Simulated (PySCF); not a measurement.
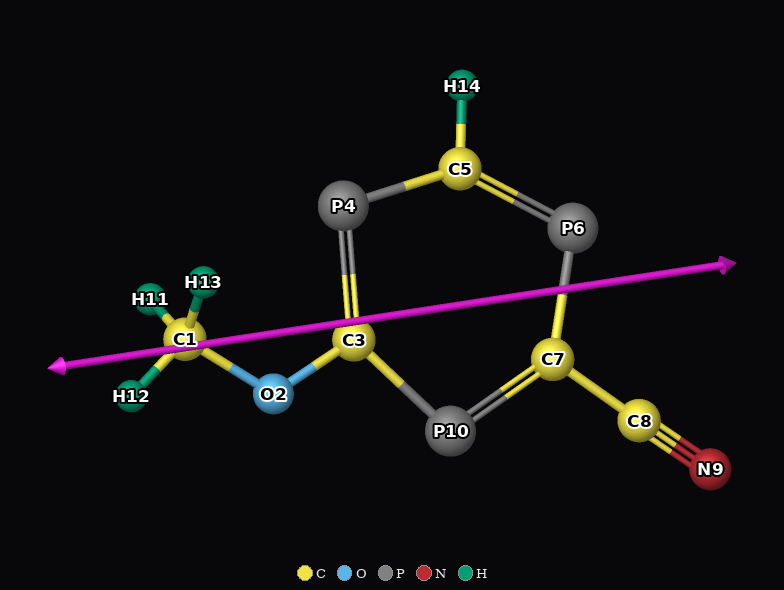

The double arrow shows the direction of the transition dipole to excited singlet state 7 (its length means nothing). Computed geometry: GFN2-xTB optimisation. No frequency run is at hand to confirm it as a minimum. Method: TDDFT B3LYP/def2-SVPD, vertical, gas phase, core orbitals frozen in the response (PySCF 2.14.0).

### How is the transition polarised?

Nearly parallel to the P4–C5 bond.

### Give its energy, strength and character.

4.35 eV (285 nm), oscillator strength 0.37, mainly HOMO−1 → LUMO (weight 0.60); transition dipole 4.72 D.

The geometry is semi-empirical. Around P such bond lengths and angles can be off by a tenth of an ångström or more and by several degrees, and values that hang on the shape move with them.
